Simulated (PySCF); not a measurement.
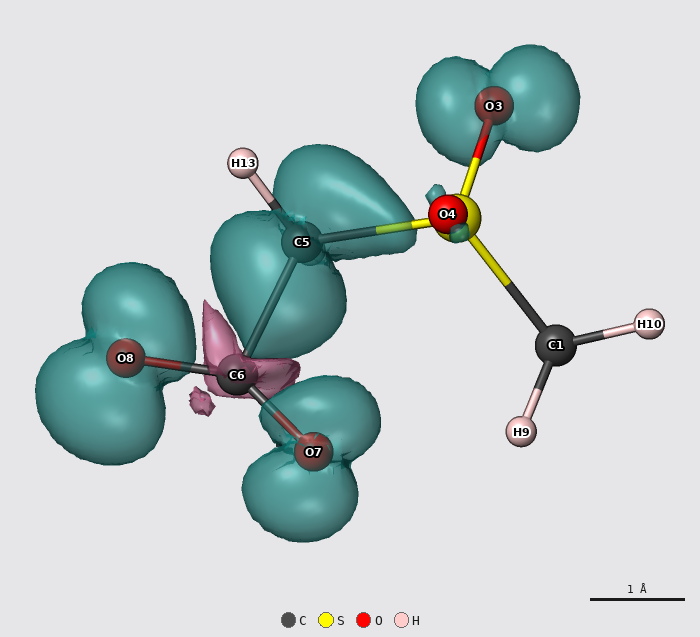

Figure 1: C3H5O4S (SMILES CS(=O)(=O)CC([O])=O) (doublet). Isosurfaces of the spin density at +0.02 (teal) and −0.02 e/Å³ (pink), seen across its widest extent.

Geometry: GFN2-xTB.

Computed with UKS B3LYP, pcH-1 on C H O S, non-relativistic, mean-field spin-orbit, GIAO (PySCF).

```yaml
atoms:
  - { symbol: C, position_ang: [-1.5840, 0.6768, 0.2951] }
  - { symbol: S, position_ang: [-0.6457, -0.8537, 0.1391] }
  - { symbol: O, position_ang: [-1.2551, -1.6687, -0.8834] }
  - { symbol: O, position_ang: [-0.4057, -1.4388, 1.4163] }
  - { symbol: C, position_ang: [0.9361, -0.4561, -0.6802] }
  - { symbol: C, position_ang: [1.8482, 0.5830, 0.2636] }
  - { symbol: O, position_ang: [1.1725, 1.2866, 0.9562] }
  - { symbol: O, position_ang: [2.9903, 0.3672, -0.0449] }
  - { symbol: H, position_ang: [-1.0629, 1.3318, 0.9805] }
  - { symbol: H, position_ang: [-2.5560, 0.3985, 0.6851] }
  - { symbol: H, position_ang: [-1.6787, 1.1124, -0.6905] }
  - { symbol: H, position_ang: [0.7478, 0.0416, -1.6272] }
  - { symbol: H, position_ang: [1.4888, -1.3801, -0.8275] }
```

Which atoms carry the spin?

Answer. The unpaired spin (1 electron) lies mostly on O8 (about 0.4), C5 (about 0.2), O7 (about 0.2) and O3 (about 0.1), in electrons by Hirshfeld's partition.
